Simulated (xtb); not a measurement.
## Geometry relaxation of C2H6GeS (part 2 of 2)

The same run, continued: C2H6GeS, SMILES C=[C](S)[GeH3]; GFN2-xTB, GBSA solvent chcl3 (xtb 6.7.1). 

Geometry of the input (Å):
```
C  -0.8164  1.2101  -0.8767
C  0.0501  0.2918  -0.5485
S  1.3437  -0.1914  -1.6409
Ge -0.0221  -0.6744  1.1569
H  -0.7643  1.7145  -1.8265
H  -1.6134  1.5020  -0.2304
H  1.9004  -1.0997  -0.8425
H  -0.2341  -2.1289  0.9085
H  -1.1203  -0.1270  2.0241
H  1.3223  -0.5405  1.8742
```

**Output, continued**
```
molecular dipole:
                 x           y           z       tot (Debye)
 q only:       -0.115      -0.367       0.803
   full:       -0.229      -0.206       0.692       1.925
molecular quadrupole (traceless):
                xx          xy          yy          xz          yz          zz
 q only:        1.036      -2.076       1.533       1.637      -0.109      -2.570
  q+dip:        1.463      -3.007       2.565       2.876      -0.220      -4.028
   full:        1.103      -2.642       2.185       2.525      -0.451      -3.288

           -------------------------------------------------
          |                Geometry Summary                 |
           -------------------------------------------------

      molecular mass/u    :      134.7614539
   center of mass at/Å    :        0.2412335      -0.2840413       0.1263453
  moments of inertia/u·Å² :        0.8054850E+02   0.2543009E+03   0.3289803E+03
rotational constants/cm⁻¹ :        0.2092855E+00   0.6629011E-01   0.5124207E-01

 * 7 selected distances

     #   Z          #   Z                                           value/Å
     1   6          2   6                                         1.3266001
     1   6          5   1                                         1.0788581
     1   6          6   1                                         1.0780913 (min)
     3  16          7   1                                         1.3343313
     4  32          8   1                                         1.4949537
     4  32          9   1                                         1.4911432
     4  32         10   1                                         1.4961649 (max)

 * 4 distinct bonds (by element types)

   Z      Z             #   av. dist./Å        max./Å        min./Å
   1 H    6 C           2     1.0784747     1.0788581     1.0780913
   6 C    6 C           1     1.3266001     1.3266001     1.3266001
   1 H   16 S           1     1.3343313     1.3343313     1.3343313
   1 H   32 Ge          3     1.4940873     1.4961649     1.4911432
Molecule has no symmetry elements
It seems to be the C1 point group

           -------------------------------------------------
          |               Frequency Printout                |
           -------------------------------------------------
 projected vibrational frequencies (cm⁻¹)
eigval :       -0.00    -0.00     0.00     0.00     0.00     0.00
eigval :       93.96   151.82   175.70   278.24   308.73   467.85
eigval :      533.03   545.23   670.82   743.08   752.30   816.07
eigval :      852.64   865.13   885.18  1072.89  1380.82  1629.41
eigval :     1988.43  2057.10  2085.18  2386.17  3073.40  3098.52
 reduced masses (amu)
    1:      4.11    2:     13.48    3:      9.47    4:     10.98    5:      9.48    6:      7.88
    7:      1.08    8:      1.13    9:      5.64   10:      3.14   11:      2.11   12:      3.65
   13:      1.30   14:      1.45   15:      1.03   16:      2.42   17:      1.16   18:      1.02
   19:      1.02   20:      1.29   21:      1.08   22:      1.87   23:      1.12   24:      6.82
   25:      1.01   26:      1.02   27:      1.02   28:      1.04   29:      1.05   30:      1.11
 IR intensities (km·mol⁻¹)
    1:      0.09    2:      0.06    3:      0.30    4:      0.48    5:      0.03    6:      0.10
    7:      0.87    8:     27.93    9:      0.78   10:      7.48   11:      0.21   12:     38.93
   13:     66.54   14:    104.27   15:     12.71   16:    124.16   17:    349.98   18:     87.93
   19:    140.94   20:     39.86   21:     14.85   22:     28.55   23:      4.62   24:     41.47
   25:    141.45   26:    438.38   27:    501.42   28:     94.63   29:     16.54   30:     47.73
 Raman intensities (Ä⁴*amu⁻¹)
    1:      0.00    2:      0.00    3:      0.00    4:      0.00    5:      0.00    6:      0.00
    7:      0.00    8:      0.00    9:      0.00   10:      0.00   11:      0.00   12:      0.00
   13:      0.00   14:      0.00   15:      0.00   16:      0.00   17:      0.00   18:      0.00
   19:      0.00   20:      0.00   21:      0.00   22:      0.00   23:      0.00   24:      0.00
   25:      0.00   26:      0.00   27:      0.00   28:      0.00   29:      0.00   30:      0.00
 output can be read by thermo (or use thermo option).
 writing <g98.out> molden fake output.
 recommended (thermochemical) frequency scaling factor: 1.0
           -------------------------------------------------
          |             Thermodynamic Functions             |
           -------------------------------------------------

c1  symmetry found (for desy threshold:  0.10E+00) used in thermo

          ...................................................
          :                      SETUP                      :
          :.................................................:
          :  # frequencies                          24      :
          :  # imaginary freq.                       0      :
          :  linear?                             false      :
          :  only rotor calc.                    false      :
          :  symmetry                               c1      :
          :  rotational number                       1      :
          :  scaling factor                  1.0000000      :
          :  rotor cutoff                   50.0000000 cm⁻¹ :
          :  imag. cutoff                  -20.0000000 cm⁻¹ :
          :.................................................:

    mode    ω/cm⁻¹     T·S(HO)/kcal·mol⁻¹    T·S(FR)/kcal·mol⁻¹   T·S(vib)
   ------------------------------------------------------------------------
       1     93.96    -1.06614 ( 92.58%)    -0.86942 (  7.42%)    -1.05154
       2    151.82    -0.78988 ( 98.84%)    -0.72737 (  1.16%)    -0.78915
       3    175.70    -0.70770 ( 99.35%)    -0.68412 (  0.65%)    -0.70755
       4    278.24    -0.46048 ( 99.90%)    -0.54798 (  0.10%)    -0.46057
   ------------------------------------------------------------------------

   temp. (K)  partition function   enthalpy   heat capacity  entropy
                                   cal/mol     cal/K/mol   cal/K/mol   J/K/mol
 298.15  VIB   24.9                 2571.694     17.785     14.962
         ROT  0.198E+06              888.727      2.981     27.220
         INT  0.494E+07             3460.421     20.766     42.182
         TR   0.479E+26             1481.212      4.968     40.607
         TOT                        4941.6335    25.7338    82.7890   346.3893

       T/K    H(0)-H(T)+PV         H(T)/Eh          T*S/Eh         G(T)/Eh
   ------------------------------------------------------------------------
    298.15    0.787499E-02    0.691844E-01    0.393357E-01    0.298487E-01
   ------------------------------------------------------------------------

         :::::::::::::::::::::::::::::::::::::::::::::::::::::
         ::                  THERMODYNAMIC                  ::
         :::::::::::::::::::::::::::::::::::::::::::::::::::::
         :: total free energy         -12.437552106026 Eh   ::
         ::.................................................::
         :: total energy              -12.467400761988 Eh   ::
         :: zero point energy           0.061309404369 Eh   ::
         :: G(RRHO) w/o ZPVE           -0.031460748407 Eh   ::
         :: G(RRHO) contrib.            0.029848655962 Eh   ::
         :::::::::::::::::::::::::::::::::::::::::::::::::::::

optimized geometry written to: xtbopt.coord

           -------------------------------------------------
          | TOTAL ENERGY              -12.467400761988 Eh   |
          | TOTAL ENTHALPY            -12.398216363341 Eh   |
          | TOTAL FREE ENERGY         -12.437552106026 Eh   |
          | GRADIENT NORM               0.000847821613 Eh/α |
          | HOMO-LUMO GAP               3.938954457836 eV   |
           -------------------------------------------------

------------------------------------------------------------------------
------------------------------------------------------------------------
 total:
 *  cpu-time:     0 d,  0 h,  0 min,  0.281 sec
 * ratio c/w:     1.000 speedup
 SCF:
 *  cpu-time:     0 d,  0 h,  0 min,  0.006 sec
 * ratio c/w:     1.000 speedup
 analytical hessian:
 *  cpu-time:     0 d,  0 h,  0 min,  0.235 sec
 * ratio c/w:     1.000 speedup
```

**File vibspectrum**
```
$vibrational spectrum
#  mode     symmetry     wave number   IR intensity    selection rules
#                         cm**(-1)      (km*mol⁻¹)        IR
     1                      -0.00         0.00000          -
     2                      -0.00         0.00000          -
     3                       0.00         0.00000          -
     4                       0.00         0.00000          -
     5                       0.00         0.00000          -
     6                       0.00         0.00000          -
     7        a             93.96         0.86844         YES
     8        a            151.82        27.92981         YES
     9        a            175.70         0.78271         YES
    10        a            278.24         7.47631         YES
    11        a            308.73         0.21455         YES
    12        a            467.85        38.92502         YES
    13        a            533.03        66.53886         YES
    14        a            545.23       104.27190         YES
    15        a            670.82        12.70738         YES
    16        a            743.08       124.15547         YES
    17        a            752.30       349.97838         YES
    18        a            816.07        87.92987         YES
    19        a            852.64       140.93700         YES
    20        a            865.13        39.85888         YES
    21        a            885.18        14.85148         YES
    22        a           1072.89        28.55358         YES
    23        a           1380.82         4.62424         YES
    24        a           1629.41        41.46561         YES
    25        a           1988.43       141.44814         YES
    26        a           2057.10       438.37678         YES
    27        a           2085.18       501.41527         YES
    28        a           2386.17        94.63157         YES
    29        a           3073.40        16.53913         YES
    30        a           3098.52        47.72914         YES
$end
```

**Standard error**
```
normal termination of xtb
```

**Trajectory as extended XYZ (Å, eV, eV/Å), 6 frames, from step=0 to step=5**
```
10
Properties=species:S:1:pos:R:3 step=0 energy=-339.21874
C    -0.8164    1.2101   -0.8767
C     0.0501    0.2918   -0.5485
S     1.3437   -0.1914   -1.6409
Ge   -0.0221   -0.6744    1.1569
H    -0.7643    1.7145   -1.8265
H    -1.6134    1.5020   -0.2304
H     1.9004   -1.0997   -0.8425
H    -0.2341   -2.1288    0.9085
H    -1.1203   -0.1270    2.0241
H     1.3223   -0.5405    1.8742
10
Properties=species:S:1:pos:R:3 step=1 energy=-339.25094
C    -0.8221    1.2140   -0.8823
C     0.0483    0.2760   -0.5412
S     1.3497   -0.1921   -1.6405
Ge   -0.0112   -0.6825    1.1689
H    -0.7695    1.7251   -1.8332
H    -1.6163    1.5127   -0.2222
H     1.8982   -1.1009   -0.8345
H    -0.2315   -2.1377    0.9077
H    -1.1152   -0.1223    2.0084
H     1.3154   -0.5357    1.8673
10
Properties=species:S:1:pos:R:3 step=2 energy=-339.25426
C    -0.8167    1.2203   -0.8835
C     0.0525    0.2782   -0.5346
S     1.3500   -0.1921   -1.6440
Ge   -0.0132   -0.6804    1.1699
H    -0.7729    1.7251   -1.8381
H    -1.6146    1.5102   -0.2194
H     1.8976   -1.1036   -0.8385
H    -0.2256   -2.1388    0.9142
H    -1.1145   -0.1272    2.0094
H     1.3031   -0.5351    1.8630
10
Properties=species:S:1:pos:R:3 step=3 energy=-339.25489
C    -0.8190    1.2161   -0.8862
C     0.0479    0.2733   -0.5344
S     1.3492   -0.1930   -1.6445
Ge   -0.0110   -0.6789    1.1712
H    -0.7697    1.7301   -1.8348
H    -1.6107    1.5090   -0.2150
H     1.8984   -1.1060   -0.8413
H    -0.2249   -2.1366    0.9126
H    -1.1165   -0.1283    2.0048
H     1.3022   -0.5289    1.8660
10
Properties=species:S:1:pos:R:3 step=4 energy=-339.25518
C    -0.8163    1.2183   -0.8847
C     0.0483    0.2747   -0.5326
S     1.3484   -0.1942   -1.6450
Ge   -0.0118   -0.6798    1.1707
H    -0.7709    1.7296   -1.8341
H    -1.6086    1.5070   -0.2127
H     1.8973   -1.1095   -0.8440
H    -0.2223   -2.1374    0.9118
H    -1.1197   -0.1287    2.0015
H     1.3014   -0.5233    1.8674
10
Properties=species:S:1:pos:R:3 step=5 energy=-339.25526
C    -0.8148    1.2197   -0.8850
C     0.0479    0.2753   -0.5337
S     1.3478   -0.1961   -1.6470
Ge   -0.0134   -0.6785    1.1699
H    -0.7711    1.7319   -1.8336
H    -1.6056    1.5072   -0.2110
H     1.8944   -1.1132   -0.8466
H    -0.2142   -2.1375    0.9135
H    -1.1241   -0.1318    2.0011
H     1.2990   -0.5203    1.8708
```

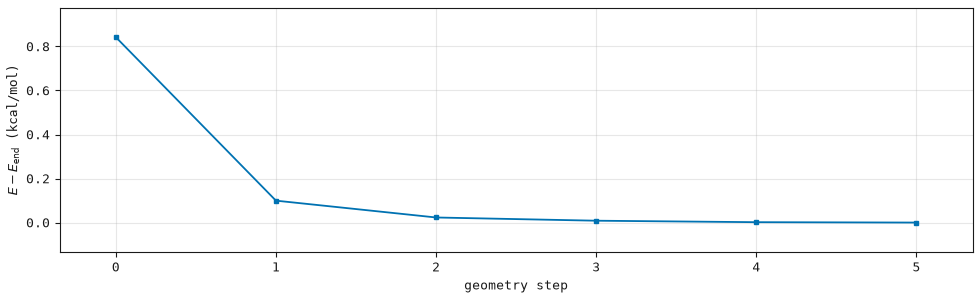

**Figure 1.** Progress of the relaxation, step by step (steps are counted from 0).

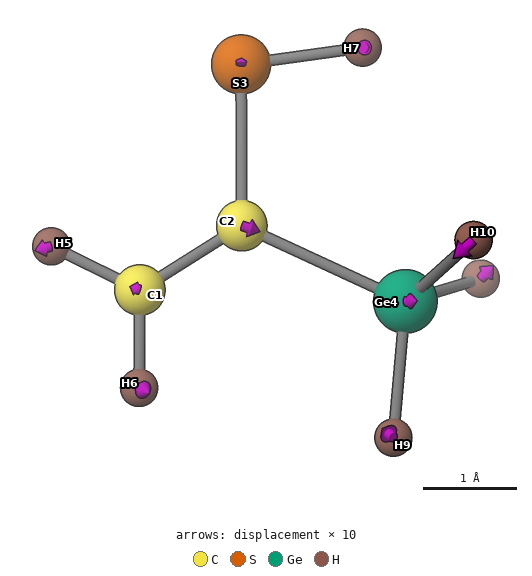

**Figure 2.** The starting structure with the displacements as pink arrows, magnified 10 times (ball-and-stick view, seen on its broad side). The two geometries are laid on each other by the best rigid fit. Over 5 geometry steps the energy falls by 0.84 kcal/mol. The largest move after the best rigid fit is that of H10, 0.031 Å. By element the largest moves are H 0.031 Å, C 0.022 Å, Ge 0.016 Å, S 0.009 Å. Among the contacts that change: Ge4–H10 1.530 → 1.496 Å, C1–C2 1.305 → 1.327 Å, C2–S3 1.761 → 1.775 Å, Ge4–H9 1.503 → 1.491 Å. Among the angles that change: C2–C1–H6 122.4° → 120.1°. (Atoms are counted from 1 in the order of the input.)

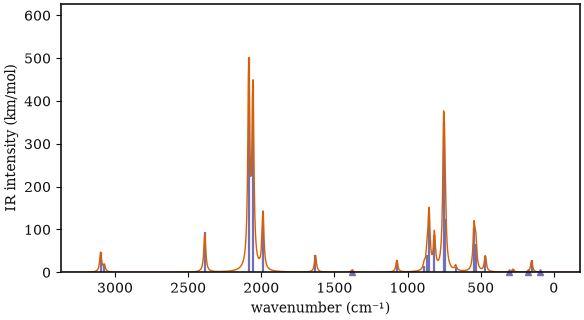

**Figure 3.** Harmonic infrared spectrum, unscaled: sticks (degenerate modes added up, dark ones marked on the axis) with a Lorentzian envelope of 16 cm⁻¹ full width, scaled to the tallest stick. 24 modes from 94 to 3099 cm⁻¹, none imaginary. The strongest line is at 2085 cm⁻¹ (501 km/mol).

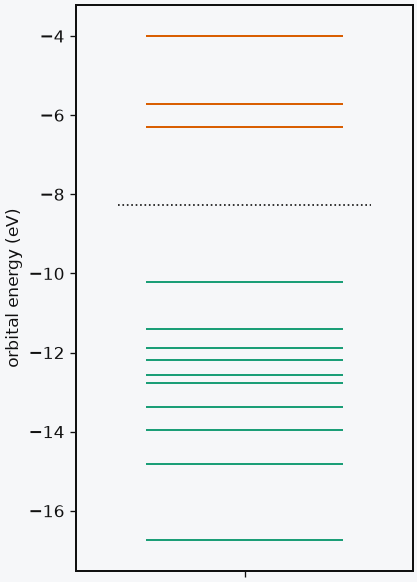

**Figure 4.** Orbital energies near the frontier; the dotted line parts filled from empty levels, and levels within 0.02 eV of each other stand side by side. Highest filled −10.23 eV, lowest empty −6.29 eV, 3.94 eV apart.

**Results in brief**

```json
{"quantity": "outcome", "value": "converged"}
{"quantity": "electrons treated", "value": "24"}
{"quantity": "total energy", "value": "−12.466059 hartree"}
{"quantity": "dispersion energy", "value": "−0.006464 hartree"}
{"quantity": "solvation energy", "value": "−0.009485 hartree"}
{"quantity": "basis functions", "value": "34"}
{"quantity": "HOMO", "value": "−10.23 eV"}
{"quantity": "LUMO", "value": "−6.29 eV"}
{"quantity": "zero-point energy", "value": "0.061309 hartree"}
{"quantity": "dipole moment", "value": "1.93 D"}
{"quantity": "wavenumbers, lowest and highest", "value": "94 and 3099 cm⁻¹"}
{"quantity": "peak memory", "value": "0.074 GiB"}
```
